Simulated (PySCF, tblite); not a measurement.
# C8H12BN: geometry, infrared bands and NMR shifts

Wanted: the infrared bands and NMR shifts of C8H12BN (`C=C([BH2-][N+]#CC)CC#CC`), by calculation.

Programs: tblite 0.8.0 and PySCF 2.14.0, with density-fitted response routines of our own. Each step states its level of theory. These are calculated values for one molecule in the gas phase, unless marked as measured. Atoms are numbered from 0 throughout.

## (1) The starting structure

22 atoms, charge 0, multiplicity 1; geometry from: force field or distance geometry start.

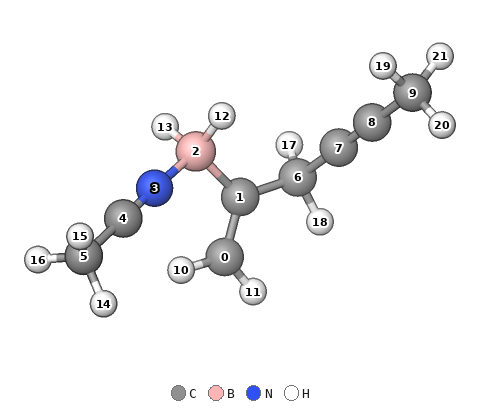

The starting geometry (carbon grey, boron pink, nitrogen blue, hydrogen white), atoms numbered; sticks join atoms by distance.

## (2) Geometry optimisation with GFN2-xTB

Job settings and geometry (Å):

```
{"job": {"kind": "relax", "xc": "GFN2-xTB", "basis": "xTB"}, "charge": 0, "multiplicity": 1}
C     -0.748100    -1.011900     1.568300
C      0.076000    -1.121100     0.517900
B     -0.542800    -0.868400    -0.886300
N     -1.852900    -0.142000    -0.710500
C     -2.865900     0.413000    -0.529300
C     -4.141300     1.116000    -0.316700
C      1.497800    -1.474800     0.741800
C      2.332600    -0.368500     0.214200
C      3.017200     0.527200    -0.231500
C      3.842300     1.603100    -0.759000
H     -1.812900    -0.745600     1.364700
H     -0.395700    -1.177600     2.579800
H      0.115400    -0.157000    -1.562100
H     -0.734600    -1.947900    -1.381500
H     -4.200200     1.514200     0.733600
H     -4.258100     1.965400    -0.977300
H     -4.941900     0.343800    -0.456700
H      1.803900    -2.435500     0.259000
H      1.625900    -1.542800     1.868800
H      3.357500     1.972700    -1.673200
H      4.010700     2.417500    -0.043900
H      4.804700     1.139500    -1.122500
```

The run is started by

```bash
$ OMP_NUM_THREADS=1 python probes_run.py task.json out
```

The driver reads the jobs from task.json and runs them one after another.

**Question.** This job is followed by: GFN2-xTB harmonic vibrations, gas phase; GIAO PBE0/pcSseg-1 NMR shielding, non-relativistic, gas phase. Predict these results of the whole session: strongest single infrared mode (GFN2-xTB); zero-point energy (GFN2-xTB); 13C shifts against TMS (PBE0/pcSseg-1); 1H shifts against TMS (PBE0/pcSseg-1, means over atoms taken as alike); 11B shifts against BF3·OEt2 (PBE0/pcSseg-1); 15N shifts against NH3 (PBE0/pcSseg-1).

The runs gave:

| quantity | value |
| --- | --- |
| strongest single infrared mode (GFN2-xTB) | 2403 cm⁻¹, 178 km/mol |
| zero-point energy (GFN2-xTB) | 108.6 kcal/mol |
| 13C shifts against TMS (PBE0/pcSseg-1) | 168.6, 117.7, 111.8, 87.5, 80.7, 33.4, 5.1, 2.1 ppm |
| 1H shifts against TMS (PBE0/pcSseg-1, means over atoms taken as alike) | 5.26, 4.65, 2.95, 2.59, 2.52, 1.90 ppm |
| 11B shifts against BF3·OEt2 (PBE0/pcSseg-1) | -34.2 ppm |
| 15N shifts against NH3 (PBE0/pcSseg-1) | 233.3 ppm |

Over 98 steps the energy fell by 0.588 eV; of the close pairs, C1–B2 changed most, 1.555 to 1.617 Å. The lowest mode is slightly imaginary (16i cm⁻¹), a soft motion within the noise of the Hessian, so the minimum is not strictly shown. The strongest single mode, at 2403 cm⁻¹, moves mainly H13. GFN2-xTB is a fitted tight-binding method: band positions and strengths are rough. Its intensities can rank the bands wrongly. At PBE0/pcSseg-1: Shielding is most anisotropic at N3 (span 449 ppm, paramagnetic term -298 ppm).
